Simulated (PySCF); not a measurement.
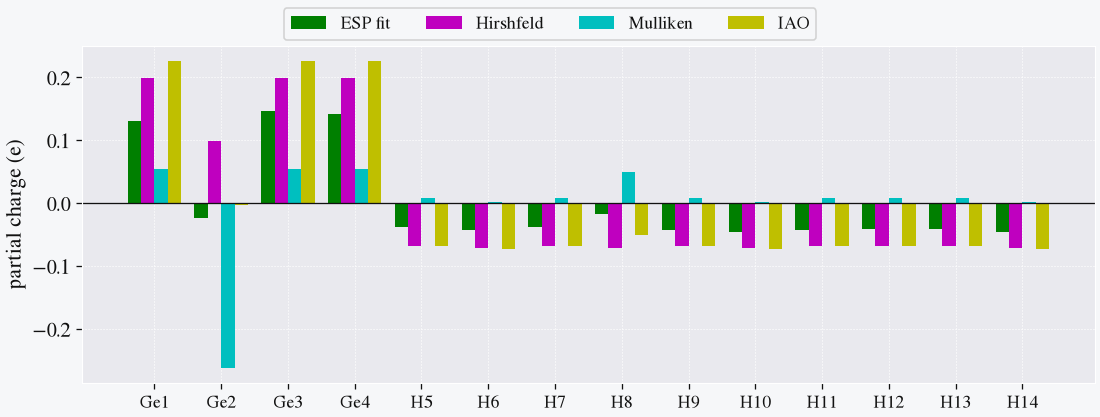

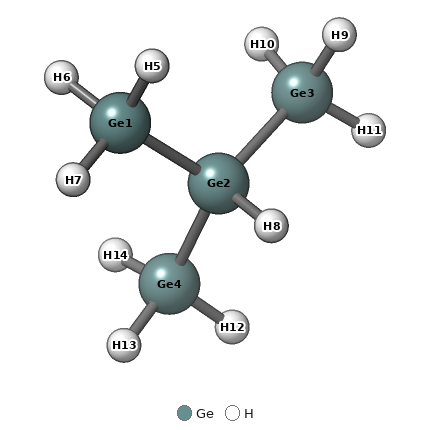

Atomic charges of Ge₄H₁₀, SMILES [GeH3][GeH]([GeH3])[GeH3], singlet by 4 schemes, PBE0/pcSseg-1, PySCF 2.14.0, at a GFN2-xTB geometry (no frequency check).

> Which scheme gives the smallest charges overall?

Mulliken: mean absolute charge Mulliken 0.04, ESP fit 0.06, IAO 0.10, Hirshfeld 0.10 e.

> On which atom do the schemes disagree most?

On Ge2: ESP fit −0.02, Hirshfeld 0.10, Mulliken −0.26, IAO 0.00 e.

Note: the tight-binding geometry is rougher than a DFT one and adds to the error.
